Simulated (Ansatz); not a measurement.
```
CELL_PARAMETERS angstrom
0.00000 9.39033 -0.00211
-5.41338 0.00000 0.00000
0.00000 -0.00193 8.61166
ATOMIC_POSITIONS crystal
Mo 0.92019 0.25073 0.12100
Mo 0.42019 0.75073 0.12100
Ru 0.91829 0.25140 0.62677
Ru 0.41829 0.75140 0.62677
Mo 0.92019 0.74927 0.12100
Mo 0.42019 0.24927 0.12100
Ru 0.91829 0.74860 0.62677
Ru 0.41829 0.24860 0.62677
Ru 0.66634 0.50000 0.12514
Ru 0.16634 0.00000 0.12514
Ru 0.66484 0.50000 0.62469
Ru 0.16484 0.00000 0.62469
Ru 0.66676 0.00000 0.12284
Ru 0.16676 0.50000 0.12284
Ru 0.66398 0.00000 0.62635
Ru 0.16398 0.50000 0.62635
Mo 0.83008 0.00000 0.38426
Mo 0.33008 0.50000 0.38426
Ru 0.83298 0.00000 0.87114
Ru 0.33298 0.50000 0.87114
Ru 0.82988 0.50000 0.37809
Ru 0.32988 0.00000 0.37809
Ru 0.83137 0.50000 0.87099
Ru 0.33137 0.00000 0.87099
Ru 0.58331 0.25319 0.37602
Ru 0.08331 0.75319 0.37602
Ru 0.58510 0.25274 0.87446
Ru 0.08510 0.75274 0.87446
Ru 0.58331 0.74681 0.37602
Ru 0.08331 0.24681 0.37602
Ru 0.58510 0.74726 0.87446
Ru 0.08510 0.24726 0.87446
```

Space group Cm; a generated structure, not necessarily the stable one; computed without spin polarisation.

Method: DFT PBEsol, scalar-relativistic, plane waves, PAW in Ansatz.

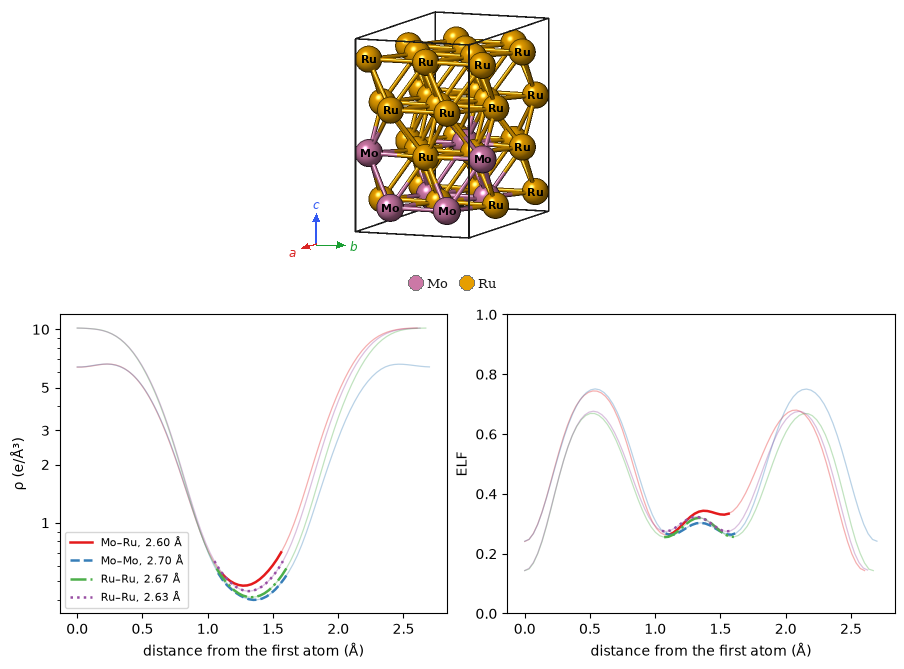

Mo₃Ru₁₃. Valence charge density (pseudo) and ELF along straight lines between neighbouring atoms. Thin, pale parts lie inside the atomic spheres. The structure is drawn too.

Core electrons are frozen (PAW), and the valence fields are smoothed inside the atomic spheres.

Question: What can be read from the curves?

Answer: Mo–Ru (2.60 Å): the density is about 0.47 e/Å³ at the midpoint; the ELF is about 0.35 at the midpoint.
Mo–Mo (2.70 Å): the density is about 0.4 e/Å³ at the midpoint; the ELF is about 0.30 at the midpoint.
Ru–Ru (2.67 Å): ρ at the midpoint is about 0.41 e/Å³; the ELF is about 0.30 at the midpoint.
Ru–Ru (2.63 Å): ρ is about 0.44 e/Å³ halfway; the ELF is about 0.30 at the midpoint.
